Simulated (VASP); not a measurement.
Band structure of ZrC (rock salt). All values below come from SCAN meta-GGA, VASP's PBE PAW potentials (set 64) (plane waves; VASP).

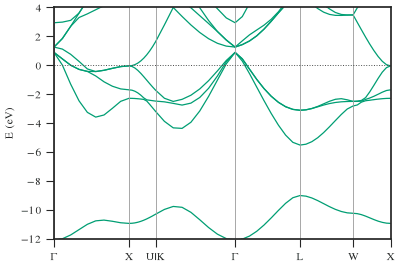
Bands along high-symmetry lines, zero at the valence-band maximum or, without a gap, the Fermi level

**Question.** Read the plot: is there a gap, and where are the band edges?

**Answer.** It has no gap at this level: it comes out as a metal or semimetal.

The compound is ZrC in the rock salt structure. It was relaxed first.
